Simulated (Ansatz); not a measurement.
Quartz-high SiO2 (high-temperature phase), treated with BLYP in Ansatz (plane waves, PAW).

Numerical settings: plane-wave cutoff 520 eV, 12×12×6 k mesh (along the axes of the cell as run), Fermi–Dirac smearing 0.01 eV, scalar-relativistic PAW data made under PBE.

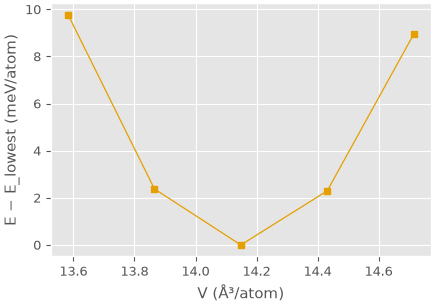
Total energy against volume

From the curve, estimate the equilibrium volume and the bulk modulus.

V0 ≈ 14.1 Å³/atom and B0 ≈ 130 GPa; the fit gives V0 = 14.148 Å³/atom, B0 = 132 GPa, B′ = 2.6.

Shape and atoms are relaxed at each volume.

Note: symmetry holds this phase in the static calculation, where it need not be a minimum; held by symmetry at 0 K, a high-temperature phase can be a saddle point; the volume lies 7 % above that of the published cell; the bulk modulus comes from volumes at which shape and atoms were relaxed.

Static lattice: no zero-point or thermal effects.

Ansatz is a program for electronic structure.
